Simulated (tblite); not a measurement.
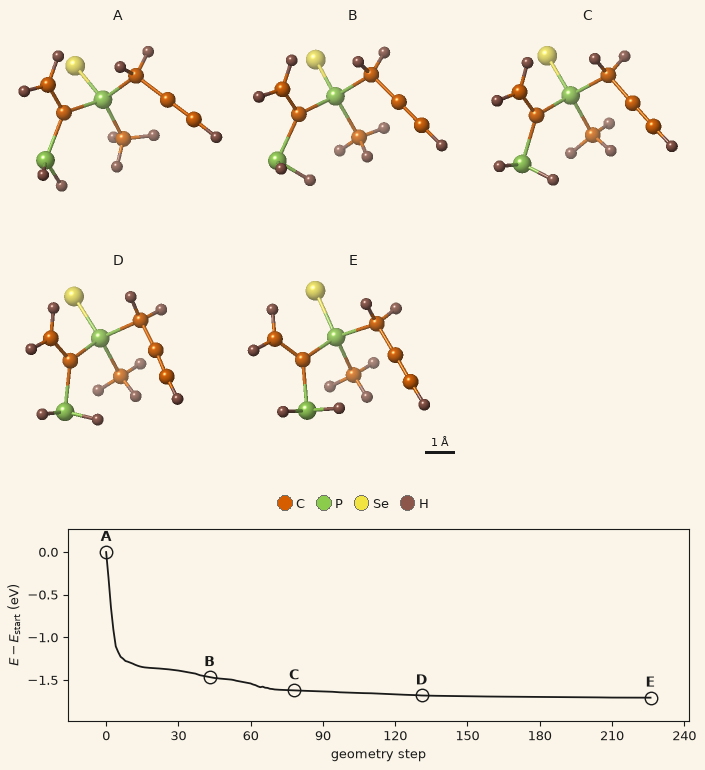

Frames of a relaxation of C6H10P2Se, marked on the history of the run. Style: ball-and-stick. Shown at a tilt.

Theory: tblite 0.8.0, GFN2-xTB geometry optimisation, gas phase. 

What happens along the run?

Over 226 geometry steps the energy falls by 1.706 eV. The atom that moves furthest after the best rigid fit is an H atom (2.56 Å). By element the largest moves are H 2.56 Å, P 0.98 Å, C 0.94 Å, Se 0.77 Å. Among the contacts that change: H–P 1.439 → 1.392 Å, C–P 1.786 → 1.827 Å, C–P 1.818 → 1.856 Å, C–H 1.119 → 1.090 Å. Among the angles between lasting bonds that change: H–P–H 114.6° → 93.1°, C–P–H 113.8° → 95.1°, Se–P–C 99.3° → 115.7°. Groups turn about C–P by about 50°, C–P by about 35°, C–P by about 30°. From step 0 to 43: an H atom moves most (0.78 Å), energy −1.465 eV. From step 43 to 78: an H atom moves most (0.92 Å), energy −0.155 eV. From step 78 to 131: an H atom moves most (0.98 Å), energy −0.059 eV. From step 131 to 226: an H atom moves most (0.78 Å), energy −0.026 eV.

```
step  E − E(0), eV
   0        0.0000
   1       -0.3073
   2       -0.6484
   3       -0.9081
   4       -1.1049
   5       -1.1708
   6       -1.2264
   7       -1.2483
   8       -1.2756
   9       -1.2843
  10       -1.2951
  21       -1.3617
  33       -1.4033
  44       -1.4697
  55       -1.5122
  67       -1.5912
  78       -1.6207
  90       -1.6320
 101       -1.6469
 112       -1.6571
 124       -1.6715
 135       -1.6827
 146       -1.6870
 158       -1.6919
 169       -1.6944
 181       -1.6972
 192       -1.6982
 203       -1.7017
 215       -1.7050
 226       -1.7055
```
